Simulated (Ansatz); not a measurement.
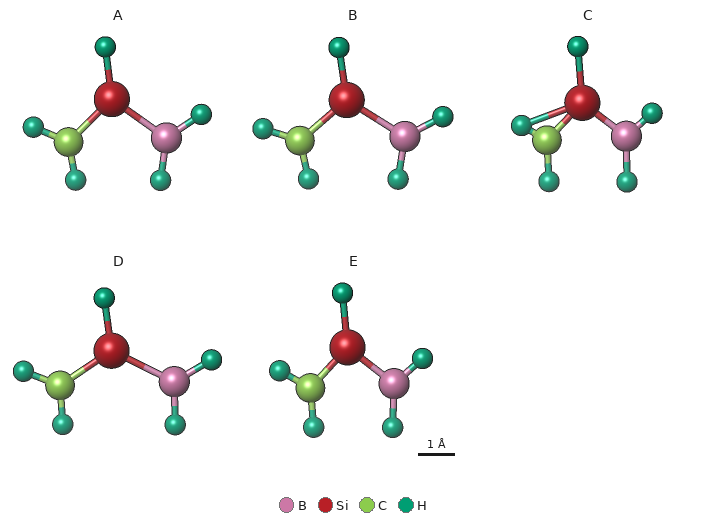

5 geometries from one relaxation of CH5BSi, in shuffled order. Style: ball-and-stick. Shown face on.

It is one of the separated reactants of a reaction.

The calculation used RKS PBE-D4/def2-SVP (Ansatz). (force threshold 0.03 eV/Å; at most 250 steps)

**Order the frames from highest to lowest energy.**

C, E, A, B, D. They are steps 0, 1, 3, 4, 9, at +242.3 kcal/mol, +103.1 kcal/mol, +16.5 kcal/mol, +3.75 kcal/mol relative to the last. Over 9 geometry steps the energy falls by 242.3 kcal/mol. Largest force component: 16 eV/Å at the start, 0.0047 eV/Å at the end. An H atom moves most after the best rigid fit: 0.83 Å. By element the largest moves are H 0.83 Å, B 0.50 Å, C 0.47 Å, Si 0.06 Å. Some distances before and after: B–C 2.235 → 3.213 Å, H–Si 1.982 → 2.822 Å, H–Si 1.825 → 2.544 Å, B–Si 1.555 → 1.967 Å. Bond angles that change, for instance: B–Si–C 96.0° → 119.5°, Si–B–H 100.7° → 123.2°, Si–C–H 103.3° → 124.6°.
